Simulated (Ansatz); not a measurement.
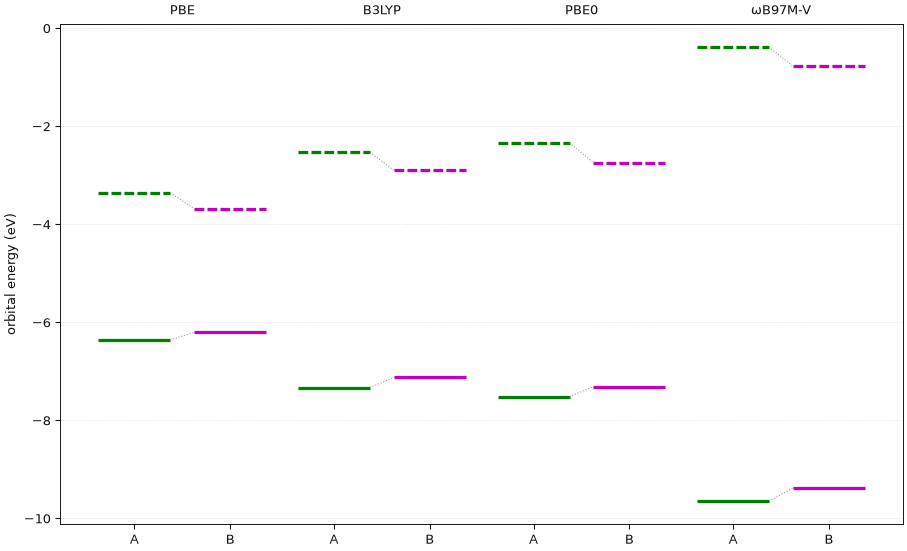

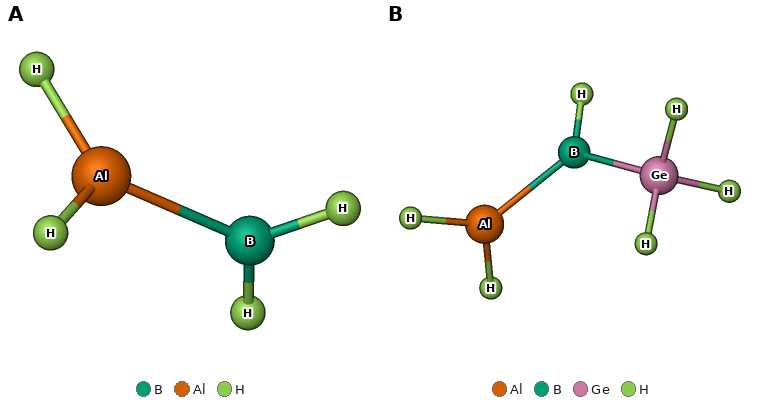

One change: A, AlBH₄ (SMILES [BH2][AlH2]), becomes B, AlBGeH₆ (SMILES [AlH2][BH][GeH3]). H on B is replaced by GeH₃. HOMO (solid) and LUMO (dashed) computed in def2-TZVPP at PBE0-D4/def2-TZVP geometries, both minima by their frequencies, gas phase, the Ansatz code.

What does the change do to HOMO and LUMO?

Answer. PBE: the HOMO rises by 0.15 eV, the LUMO falls by 0.32 eV, and the separation goes from 2.99 to 2.52 eV. B3LYP: the HOMO rises by 0.20 eV, the LUMO falls by 0.37 eV, and the separation goes from 4.80 to 4.22 eV. PBE0: the HOMO rises by 0.21 eV, the LUMO falls by 0.40 eV, and the separation goes from 5.17 to 4.56 eV. ωB97M-V: the HOMO rises by 0.27 eV, the LUMO falls by 0.40 eV, and the separation goes from 9.27 to 8.60 eV.

Do the functionals agree on the effect?

Answer. They agree on the direction for both levels; the HOMO shift lies between 0.15 and 0.27 eV and the LUMO shift between −0.40 and −0.32 eV, while the separations themselves differ by up to 6.3 eV between functionals.
